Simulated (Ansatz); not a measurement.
## Electronic structure of C$_{2}$H$_{4}$InN in real space

Input file:

```
crystal:
  periodic: [false, false, false]
  atoms:
    - { symbol: C, position_ang: [-0.559, 0.7715, -0.4987] }
    - { symbol: In, position_ang: [0.0025, -0.5303, 1.0717] }
    - { symbol: C, position_ang: [1.237, -1.1393, 0.283] }
    - { symbol: "N", position_ang: [1.793, -1.97707, -0.46847] }
    - { symbol: H, position_ang: [-0.0199, 1.4368, -1.231] }
    - { symbol: H, position_ang: [-0.964, 1.4568, 0.333] }
    - { symbol: H, position_ang: [-1.4514, 0.3822, -1.0376] }
    - { symbol: H, position_ang: [-0.5894, -1.2673, 1.1107] }
basis:
  gaussian: { orbitals: def2-SVP }
hamiltonian:
  xc: r2scan
  dispersion: d4
relax:
  f_tol: 0.015
  max_steps: 40
output:
  orbitals: {}
```

Command:

```sh
ansatz run input.yaml --threads 2 --pin off --max-ram 3072MiB --backend cpu --events-out ev --progress --plain --runs-dir out
```

The fields are those of the run's last geometry, not of the input's.

Core potentials replace the inner electrons of In.

These are results of Ansatz 0.2.0, RKS r2SCAN-D4/def2-SVP, not measurements.

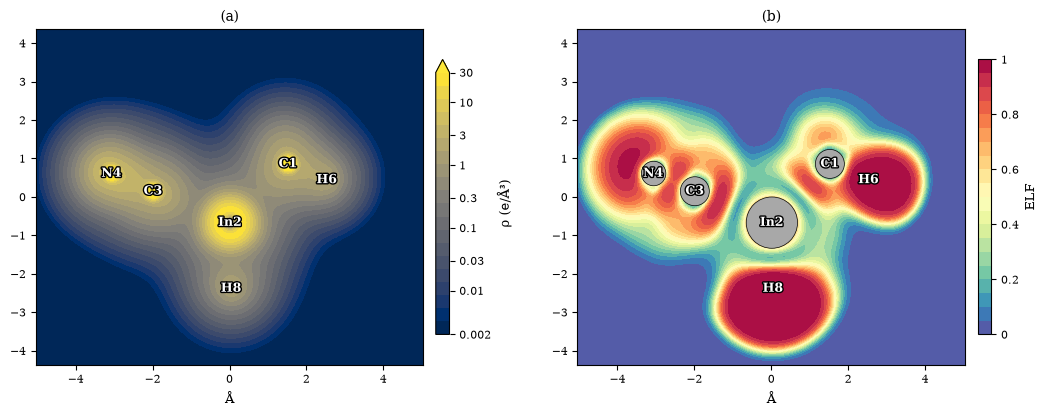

Figure 1. (a) electron density; (b) electron localisation function on the plane of atoms C3, In2 and H8. Grey discs cover the atomic cores in the ELF map.

Q: Describe what can be read from this map.

A: The plane passes through C, In, N and H nuclei. C–N (1.17 Å): the density is about 3.5 e/Å³ at the midpoint; the ELF peaks at about 0.85 between the atoms (a short, multiple covalent bond). C–In (2.15 Å): the density is about 0.66 e/Å³ at the midpoint; the ELF peaks at about 0.90 in the valence shell of C, 0.7 Å from its nucleus, and drops to about 0.20 between the two atoms. C–H (1.10 Å): ρ is about 1.9 e/Å³ halfway; the ELF climbs to about 1 towards the hydrogen, as it does in any bond to H: an ordinary covalent bond to hydrogen. In–H (1.71 Å): ρ is about 1.2 e/Å³ halfway; the ELF climbs to about 1 towards the hydrogen. The ELF also peaks beside N4, away from the bonds: lone-pair regions.

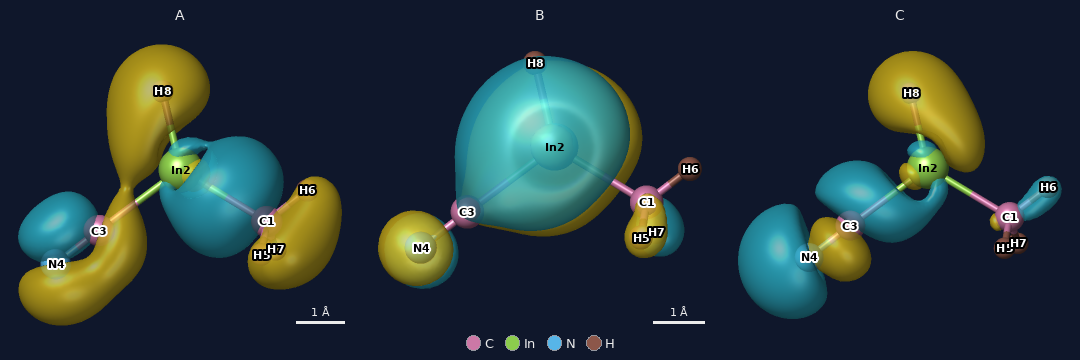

Figure 2. Three frontier orbitals at ±0.08 Å⁻³ᐟ² (yellow and cyan are the two phases), in no order.

Q: Order the three orbitals by energy and name them.

A: C is the HOMO−1 (−7.80 eV). It lies mainly on N4 (about 50 %), C3 (about 25 %), In2 (about 15 %) and H8 (about 10 %). A is the HOMO (−7.46 eV). Its weight (Hirshfeld) is mainly on C1 (about 30 %), In2 (about 20 %), N4 (about 15 %), H8 (about 10 %) and C3 (about 10 %). B is the LUMO (−2.68 eV). It lies mainly on In2 (about 75 %), N4 (about 10 %) and C3 (about 10 %).

Q: What is the HOMO–LUMO gap?

A: 4.78 eV between the orbital energies.

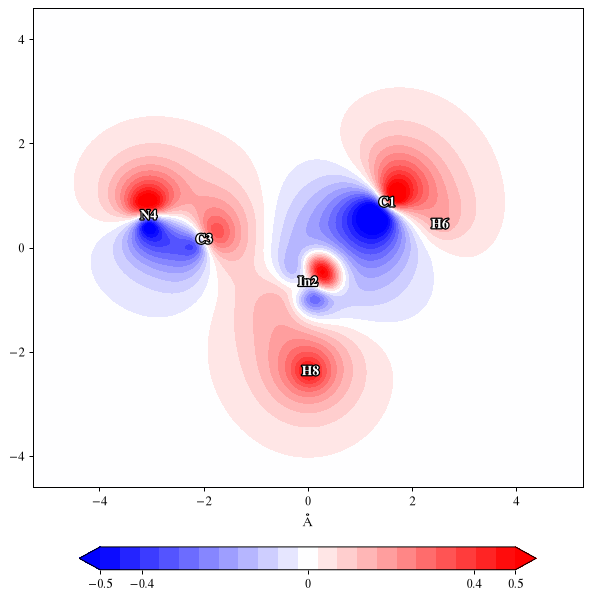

Figure 3. One frontier orbital on the plane of atoms C1, In2 and C3 (values in Å⁻³ᐟ²; the overall sign is arbitrary).

Q: Which orbital is it: HOMO or LUMO?

A: The HOMO, at −7.46 eV. Its weight (Hirshfeld) is mainly on C1 (about 30 %), In2 (about 20 %), N4 (about 15 %), H8 (about 10 %) and C3 (about 10 %).
